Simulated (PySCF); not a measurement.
**C$_{5}$H$_{7}$ClN$_{2}$Si: density, localisation and related maps**

```xyz
16

C     3.2768    0.2486    0.4263
C     2.0055    0.6217    0.3911
Si    0.7496    0.0647   -0.8880
Cl    1.1473   -1.7694   -1.6190
N    -0.7830   -0.0700   -0.0361
C    -1.8146   -0.9425   -0.1659
C    -2.8066   -0.5458    0.6875
C    -2.2890    0.6066    1.3094
N    -1.0854    0.8800    0.8692
H     3.6913   -0.4326   -0.3001
H     3.9590    0.5996    1.1849
H     1.6353    1.3025    1.1471
H     0.5682    0.9904   -2.0052
H    -1.7516   -1.7689   -0.8442
H    -3.7597   -1.0048    0.8506
H    -2.7507    1.2287    2.0510
```

Geometry: GFN2-xTB.

Level of theory: PySCF, PBE0/pcSseg-1, SCF density, gas phase, non-relativistic.

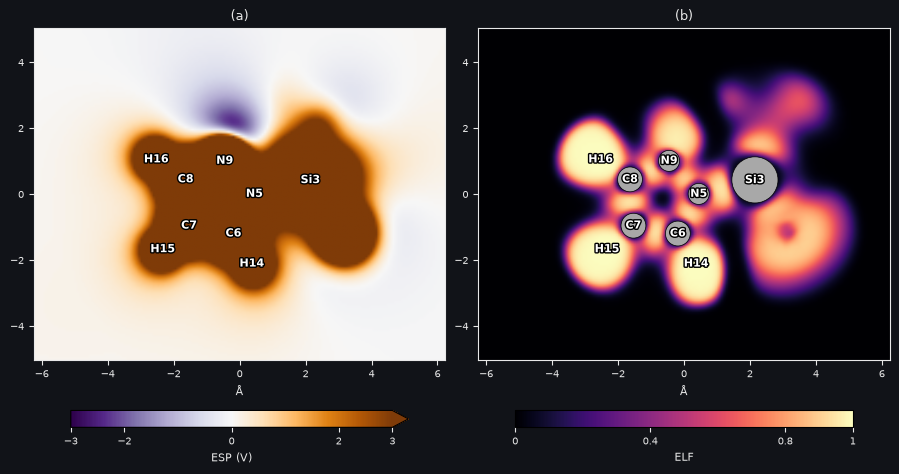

Figure 1. (a) molecular electrostatic potential; (b) electron localisation function on the plane of atoms C7, C8 and N9. Grey discs cover the atomic cores in the ELF map.

> Read the bonding off the picture.

Atoms in the plane: Si, N, C and H.
C–N (1.31 Å): the ELF peaks at about 0.90 between the atoms: localised, covalent bonding.
N–N (1.35 Å): the ELF peaks at about 0.90 between the atoms, as expected for a covalent bond.
Si–N (1.76 Å): the ELF peaks at about 0.95 between the atoms; a polar covalent bond.
C–H (1.07 Å): the ELF climbs to about 1 towards the hydrogen, as it does in any bond to H; a covalent bond by its length.
The ELF also peaks beside Cl4 and N9, away from the bonds: lone-pair regions.
Outside the dense part of the molecule the potential is most negative (−2.3 V) near N9.

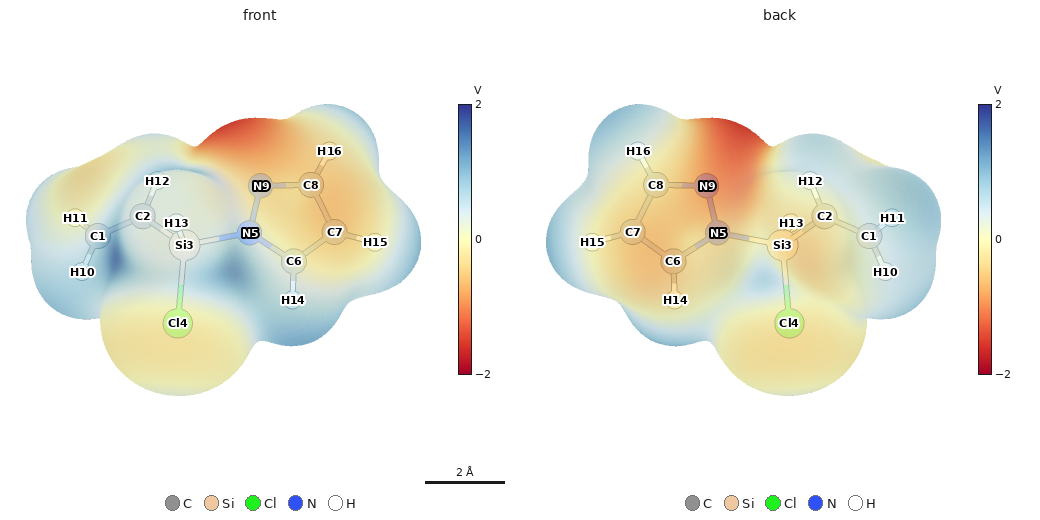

Figure 2. The molecular electrostatic potential painted on the density surface at 0.002 e/bohr³, seen from the front and from behind; red is negative and blue positive.

> Where is the surface potential most negative and most positive?

The most negative region (about −1.5 V, or −35 kcal/mol for a unit charge) lies over N9, the most positive (about +1.4 V, or +32 kcal/mol for a unit charge) over Si3. N9 is the likeliest acceptor of a hydrogen bond.
